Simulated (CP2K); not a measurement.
**C2F3N (cyanotrifluoromethane) at B3LYP/6-31G(d) (spherical functions)**

What is the energy change on altering one bond length of C2F3N (cyanotrifluoromethane) at B3LYP/6-31G* (spherical functions)? 

The calculation is run with CP2K 2026.2.

4 further runs of the same task are left out: 4 that didn't finish.

## Step 1: The molecule

C2F3N: 6 atoms, total charge 0, spin state singlet. As SMILES, `N#CC(F)(F)F`. The coordinates come from a PBE0-D4/def2-TZVP relaxation.

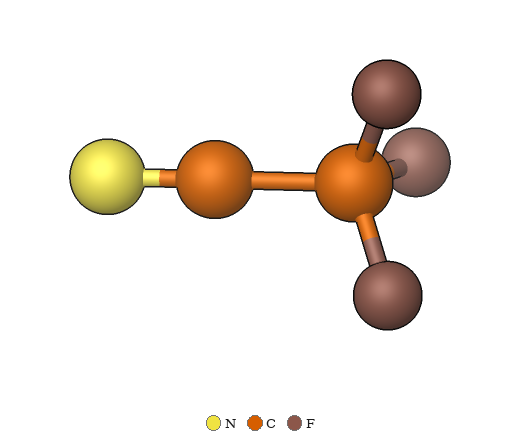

Viewed from a chosen angle; nitrogen yellow, carbon orange, fluorine brown.

## Step 2: The energy at B3LYP/6-31G(d) (spherical functions)

File molecule.xyz:

```xyz
6

N      1.022100    -1.705100     0.893500
C      0.486200    -0.810600     0.417800
C     -0.206400     0.345600    -0.197200
F     -1.316000    -0.055800    -0.802300
F      0.581500     0.927000    -1.091500
F     -0.525200     1.234800     0.733600
```

File molecule.inp:

```
&GLOBAL
 PROJECT molecule
 RUN_TYPE ENERGY
 PRINT_LEVEL MEDIUM
&END GLOBAL

&FORCE_EVAL
 METHOD QS
 &DFT
  BASIS_SET_FILE_NAME ./6_31gs.basis
  POTENTIAL_FILE_NAME POTENTIAL
  &QS
   METHOD GAPW
   EPS_DEFAULT 1.0E-10
  &END QS
  &MGRID
   CUTOFF 280
   REL_CUTOFF 50
   NGRIDS 4
  &END MGRID
  &POISSON
   PERIODIC NONE
   POISSON_SOLVER MULTIPOLE
  &END POISSON
  &SCF
   SCF_GUESS ATOMIC
   EPS_SCF 1.0E-07
   MAX_SCF 150
   ADDED_MOS 10
   &DIAGONALIZATION
    ALGORITHM STANDARD
   &END DIAGONALIZATION
   &MIXING
    METHOD DIRECT_P_MIXING
    ALPHA 0.4
   &END MIXING
  &END SCF
  &XC
   &XC_FUNCTIONAL
    &HYB_GGA_XC_B3LYP
    &END HYB_GGA_XC_B3LYP
   &END XC_FUNCTIONAL
   &HF
    FRACTION 0.2
    &SCREENING
     EPS_SCHWARZ 1.0E-10
    &END SCREENING
    &MEMORY
     MAX_MEMORY 1050
    &END MEMORY
   &END HF
  &END XC
  &PRINT
   &MOMENTS
    PERIODIC F
    REFERENCE COM
    MAX_MOMENT 1
   &END MOMENTS
   &MO ON
    ENERGIES T
    OCCUPATION_NUMBERS T
    NDIGITS 6
    &EACH
     QS_SCF 0
    &END EACH
    ADD_LAST NUMERIC
   &END MO
   &LOWDIN ON
   &END LOWDIN
   &HIRSHFELD OFF
   &END HIRSHFELD
  &END PRINT
 &END DFT
 &SUBSYS
  &CELL
   ABC 9.3 9.9 9
   PERIODIC NONE
  &END CELL
  &TOPOLOGY
   COORD_FILE_NAME molecule.xyz
   COORD_FILE_FORMAT XYZ
   &CENTER_COORDINATES
   &END CENTER_COORDINATES
  &END TOPOLOGY
  &KIND N
   BASIS_SET 6-31Gs
   POTENTIAL ALL
   LEBEDEV_GRID 194
   RADIAL_GRID 100
  &END KIND
  &KIND C
   BASIS_SET 6-31Gs
   POTENTIAL ALL
   LEBEDEV_GRID 194
   RADIAL_GRID 100
  &END KIND
  &KIND F
   BASIS_SET 6-31Gs
   POTENTIAL ALL
   LEBEDEV_GRID 194
   RADIAL_GRID 100
  &END KIND
 &END SUBSYS
&END FORCE_EVAL
```

Launch:

```
$ OMP_NUM_THREADS=1 cp2k.psmp -i molecule.inp > molecule.out 2>&1
```

Output, shortened:

```text
CP2K| version string:                                       CP2K version 2026.2
[...]
 GLOBAL| Method name                                                        CP2K
[...]
 GLOBAL| Run type                                                         ENERGY
[...]
 DFT| Spin restricted Kohn-Sham (RKS) calculation                            RKS
 DFT| Multiplicity                                                             1
[...]
 DFT| Charge                                                                   0
[...]
 FUNCTIONAL| HYB_GGA_XC_B3LYP:
[...]
 QS| Method:                                                                GAPW
[...]
 QS| Density cutoff [a.u.]:                                                140.0
[...]
 QS| Relative density cutoff [a.u.]:                                        25.0
[...]
                             - Atoms:                                          6
[...]
                             - Spherical basis functions:                     84
[...]
 Number of electrons:                                                         46
[...]
     1 P_Mix/Diag. 0.40E+00    3.5     0.62385689      -431.5114377020 -4.32E+02
[...]
    15 DIIS/Diag.  0.12E-06    1.0     0.00000006      -430.4399676459 -1.14E-13
  *** SCF run converged in    15 steps ***
[...]
  Overlap energy of the core charge distribution:               0.00003424158602
  Self energy of the core charge distribution:               -419.71523903568158
  Core Hamiltonian energy:                                    -36.07628596542122
  Hartree energy:                                              63.48386827626290
  Exchange-correlation energy:                                -13.78752009604380
  Hartree-Fock Exchange energy:                                -9.42849170702914
[...]
                     Mulliken Population Analysis
 #  Atom  Element  Kind  Atomic population                           Net charge
       1     N        1          7.278065                             -0.278065
       2     C        2          5.924987                              0.075013
       3     C        2          5.021737                              0.978263
       4     F        3          9.258343                             -0.258343
       5     F        3          9.258439                             -0.258439
       6     F        3          9.258429                             -0.258429
 # Total charge                             46.000000                  0.000000
[...]
  Dipole moment [Debye]
    X= -0.6937353E+00 Y=  0.1155245E+01 Z= -0.6169458E+00  Total=      1.4820535
 ENERGY| Total FORCE_EVAL ( QS ) energy [hartree]           -430.439967645866886
[...]
```

It took 19 s on 1 thread of Arm Neoverse V1, shared host; peak memory 0.52 GiB.

## Step 3: The distorted shape, same level

File calc.inp:

```
&GLOBAL
   PROJECT_NAME calc
   RUN_TYPE ENERGY
   PRINT_LEVEL MEDIUM
&END GLOBAL

&FORCE_EVAL
   METHOD QUICKSTEP
   &DFT
      BASIS_SET_FILE_NAME ./6_31gs.basis
      POTENTIAL_FILE_NAME POTENTIAL
      &QS
         METHOD GAPW
         EPS_DEFAULT 1.0E-10
      &END QS
      &MGRID
         CUTOFF 280
         REL_CUTOFF 50
         NGRIDS 4
      &END MGRID
      &POISSON
         PERIODIC NONE
         POISSON_SOLVER MULTIPOLE
      &END POISSON
      &SCF
         SCF_GUESS ATOMIC
         EPS_SCF 1.0E-07
         MAX_SCF 40
         &OT
            MINIMIZER CG
            PRECONDITIONER FULL_SINGLE_INVERSE
         &END OT
         &OUTER_SCF
            EPS_SCF 1.0E-07
            MAX_SCF 10
         &END OUTER_SCF
      &END SCF
      &XC
         &XC_FUNCTIONAL
            &HYB_GGA_XC_B3LYP
            &END HYB_GGA_XC_B3LYP
         &END XC_FUNCTIONAL
         &HF
            FRACTION 0.2
            &SCREENING
               EPS_SCHWARZ 1.0E-10
            &END SCREENING
            &MEMORY
               MAX_MEMORY 1050
            &END MEMORY
         &END HF
      &END XC
      &PRINT
         &MOMENTS
            PERIODIC F
            REFERENCE COM
            MAX_MOMENT 1
         &END MOMENTS
         &MO_CUBES
            NLUMO 3
            NHOMO -1
            WRITE_CUBE F
         &END MO_CUBES
         &LOWDIN ON
         &END LOWDIN
         &HIRSHFELD OFF
         &END HIRSHFELD
      &END PRINT
   &END DFT
   &SUBSYS
      &CELL
         ABC 9.5 10.1 9.7
         PERIODIC NONE
      &END CELL
      &COORD
         UNIT bohr
         N      0.7403682    -4.1011139     3.0404446
         C     -0.2723360    -2.4107539     2.1415019
         C     -1.5811603    -0.2258525     0.9793203
         F     -3.6780004    -0.9843886    -0.1641529
         F      1.0988757     1.7517761    -2.0626361
         F     -2.1836050     1.4544920     2.7382774
      &END COORD
      &TOPOLOGY
         &CENTER_COORDINATES
         &END CENTER_COORDINATES
      &END TOPOLOGY
      &KIND N
         BASIS_SET 6-31Gs
         POTENTIAL ALL
         LEBEDEV_GRID 194
         RADIAL_GRID 100
      &END KIND
      &KIND C
         BASIS_SET 6-31Gs
         POTENTIAL ALL
         LEBEDEV_GRID 194
         RADIAL_GRID 100
      &END KIND
      &KIND F
         BASIS_SET 6-31Gs
         POTENTIAL ALL
         LEBEDEV_GRID 194
         RADIAL_GRID 100
      &END KIND
   &END SUBSYS
&END FORCE_EVAL
```

Launch:

```
$ OMP_NUM_THREADS=1 cp2k.psmp -i calc.inp -o calc.out
```

Output, shortened:

```text
CP2K| version string:                                       CP2K version 2026.2
[...]
 GLOBAL| Method name                                                        CP2K
[...]
 GLOBAL| Run type                                                         ENERGY
[...]
 DFT| Spin restricted Kohn-Sham (RKS) calculation                            RKS
 DFT| Multiplicity                                                             1
[...]
 DFT| Charge                                                                   0
[...]
 FUNCTIONAL| HYB_GGA_XC_B3LYP:
[...]
 QS| Method:                                                                GAPW
[...]
 QS| Density cutoff [a.u.]:                                                140.0
[...]
 QS| Relative density cutoff [a.u.]:                                        25.0
[...]
                             - Atoms:                                          6
[...]
                             - Spherical basis functions:                     84
[...]
 Number of electrons:                                                         46
[...]
     1 OT CG       0.80E-01    3.5     0.50996479      -406.8792557212 -4.07E+02
[...]
    29 OT CG       0.29E-02    1.1     0.00000010      -430.2722372958 -1.14E-13
  *** SCF run converged in    29 steps ***
[...]
  Overlap energy of the core charge distribution:               0.00003421697476
  Self energy of the core charge distribution:               -419.71523903568158
  Core Hamiltonian energy:                                    -36.75013832208004
  Hartree energy:                                              64.13248881389144
  Exchange-correlation energy:                                -13.67093204234494
  Hartree-Fock Exchange energy:                                -9.36337998531877
[...]
  Dipole moment [Debye]
    X= -0.2484568E+01 Y= -0.5452149E+00 Z=  0.1736666E+01  Total=      3.0799913
[...]
 HOMO - LUMO gap [eV] :    3.286957
 ENERGY| Total FORCE_EVAL ( QS ) energy [hartree]           -430.272237295753769
[...]
```

Run time: 4.5 min. Hardware: 1 thread of Arm Neoverse V1, shared host; peak memory 0.56 GiB.

## Step 4: What came out

At B3LYP/6-31G* (spherical functions):

```
                                                         quantity          value
                                        first shape: total energy  -430.43997 Eh
                                       first shape: dipole moment         1.48 D
                                         first shape: HOMO energy      -10.47 eV
                                         first shape: LUMO energy       -0.58 eV
                                       first shape: HOMO–LUMO gap        9.89 eV
                                    distorted shape: total energy  -430.27224 Eh
                                   distorted shape: dipole moment         3.08 D
                                     distorted shape: HOMO energy       -8.89 eV
                                     distorted shape: LUMO energy       -5.61 eV
                                   distorted shape: HOMO–LUMO gap        3.29 eV
energy change with the C3–F5 bond stretched from 1.326 to 2.387 Å       4.564 eV
```

In words: One bond (distorted shape) is far stretched, which a spin-restricted single reference describes badly; a broken-symmetry solution may lie lower. With the C3–F5 bond stretched from 1.326 to 2.387 Å the energy rises by 4.56 eV (440 kJ/mol). The first shape isn't relaxed at this level, so the change isn't measured from a minimum. A restricted reference can't describe the breaking bond well at this length.
